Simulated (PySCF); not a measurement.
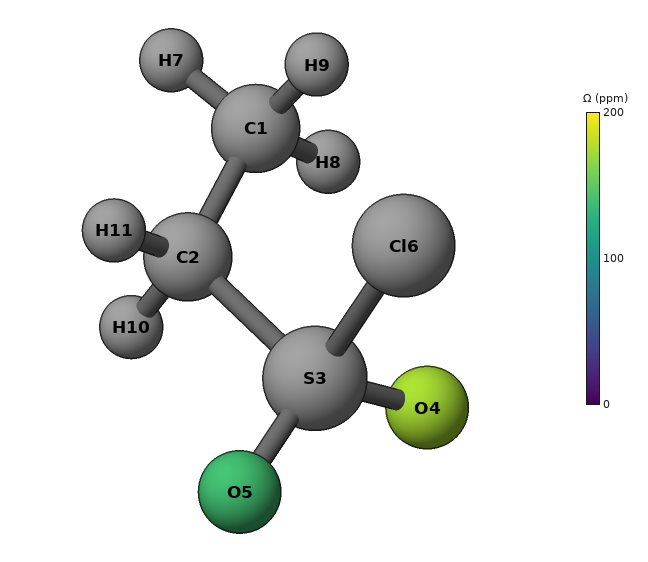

The O atoms are coloured by the span of their shielding tensor. The computed structure is the end point of a PBE0-D3(BJ)/def2-SVP optimisation. No frequency run is at hand to confirm it as a minimum. Level of theory: GIAO HF/pcSseg-2 NMR shielding, non-relativistic, gas phase (PySCF 2.14.0). Principal shieldings σ11 ≤ σ22 ≤ σ33, span Ω = σ33 − σ11, skew κ = 3(σiso − σ22)/Ω.

**Which O atom has the most anisotropic shielding?**

O4, with a span of 174 ppm.

Give the shielding tensors of the O atoms.

```
atom   σ11   σ22    σ33  σiso      Ω      κ
  O4  −6.2  76.1  167.5  79.1  173.6   0.05
  O5  −3.7  89.0  135.5  73.6  139.2  −0.33
```

Shieldings and span in ppm.
